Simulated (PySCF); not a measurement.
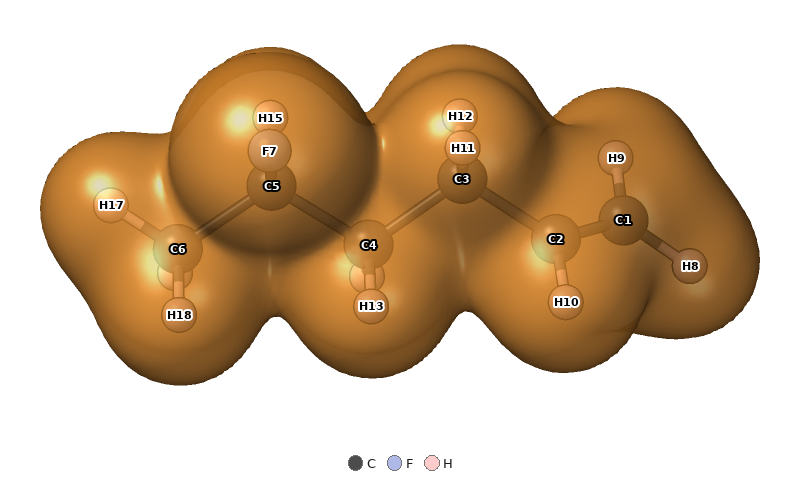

Figure. C6H11F. Isosurface of the total electron density at 0.05 e/Å³ (orange), seen at an oblique angle.

Geometry: GFN2-xTB, NEB image 0 of 0 to 8.

The calculation used PySCF, PBE0/pcSseg-1, SCF density, gas phase, non-relativistic.

```xyz
18

C    -3.2206    0.0589   -0.4161
C    -2.0218    0.0013   -0.9640
C    -0.8100    0.6928   -0.4275
C     0.2859   -0.3189   -0.0766
C     1.5417    0.3536    0.4683
C     2.6071   -0.6472    0.8886
F     2.0733    1.1721   -0.5174
H    -4.0657   -0.4606   -0.8345
H    -3.4105    0.6373    0.4738
H    -1.8587   -0.5875   -1.8577
H    -0.4195    1.3801   -1.1828
H    -1.0743    1.2731    0.4587
H     0.5540   -0.8876   -0.9694
H    -0.0857   -1.0158    0.6763
H     1.2914    1.0275    1.2988
H     2.2373   -1.2575    1.7070
H     3.5035   -0.1240    1.2119
H     2.8640   -1.2913    0.0511
```

How is the density connected at this value?

At this value the surface is in one piece. It bridges the sampled C–C (1.32 Å), C–F (1.39 Å), C–H (1.08 Å) and C–C (1.49 Å) contacts, where the density stays above the isovalue. On the grid the lowest density along these lines, outside the cores, is 2.3 e/Å³ (C–C, 1.32 Å), 1.6 e/Å³ (C–F, 1.39 Å), 1.9 e/Å³ (C–H, 1.08 Å) and 1.7 e/Å³ (C–C, 1.49 Å).
